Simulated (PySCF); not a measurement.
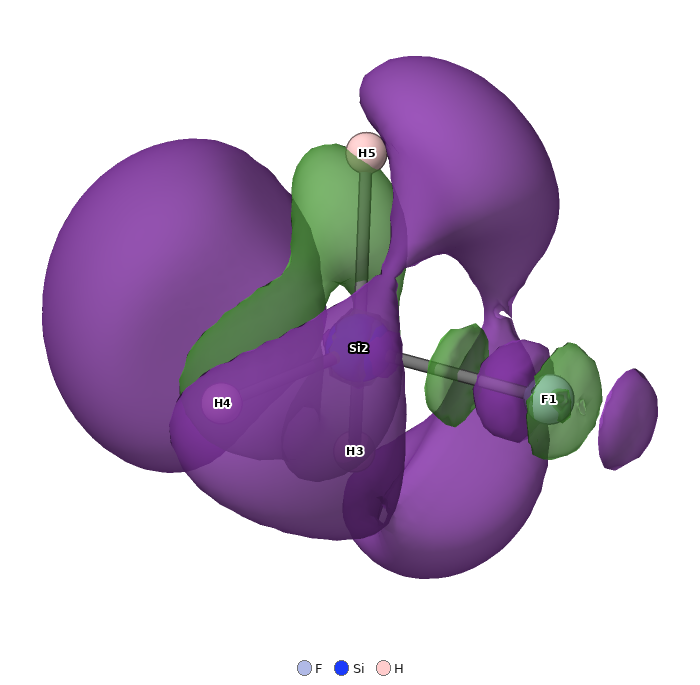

*FH3Si, SMILES `F[SiH3]`. Fukui function f⁺ = ρ(N+1) − ρ(N) at fixed geometry, surfaces at ±0.02 e/Å³ (purple positive, green negative).*

Method: r2SCAN/cc-pVTZ; geometry: GFN2-xTB; program: PySCF. No frequency check shows the geometry to be a minimum.

### Which atoms respond most to the addition of an electron?

f⁺ (Hirshfeld-condensed) is largest on Si2 (0.55); the vertical electron affinity is −1.76 eV (the stability of the anion's solution wasn't checked; negative, but this basis has no diffuse functions, so it doesn't show that the anion is unbound). Condensed values hint at sites of nucleophilic attack but needn't mark the atom that reacts. Orbital relaxation makes it negative in places (0.12 e in all).

| atom | f⁺ | charge |
| --- | --- | --- |
| F1 | +0.11 | −0.20 |
| Si2 | +0.55 | +0.42 |
| H3 | +0.11 | −0.07 |
| H4 | +0.11 | −0.07 |
| H5 | +0.11 | −0.07 |
